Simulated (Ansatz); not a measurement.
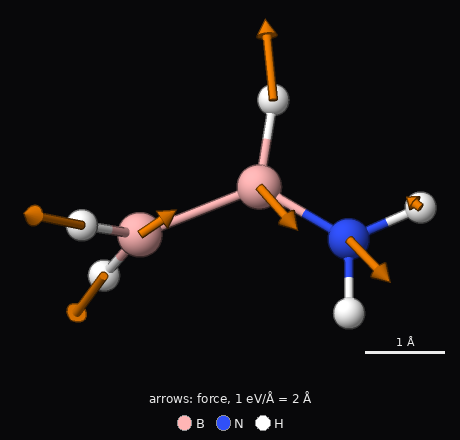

Starting geometry of B$_{2}$NH$_{5}$ with the computed forces as orange arrows. A ball-and-stick model, seen at a tilt.

Theory: Ansatz, RKS PBE0-D4/def2-TZVP. (force threshold 0.005 eV/Å; at most 200 steps)

What follows when this structure is relaxed?

Answer. It isn't relaxed: the largest force vector, on H atoms, is 0.65 eV/Å. The final displacements follow the starting forces only in part (cosine between the two patterns 0.45). The atom that moves furthest after the best rigid fit is an H atom (0.057 Å). By element the largest moves are H 0.057 Å, B 0.041 Å, N 0.036 Å. Among the contacts that change: B–H 1.175 → 1.201 Å, B–B 1.649 → 1.664 Å. Bond angles that change, for instance: B–B–H 119.1° → 115.0°, B–B–N 126.2° → 128.9°. The energy falls by 0.76 kcal/mol in 6 geometry steps. The largest force component goes from 0.64 to 0.0047 eV/Å.
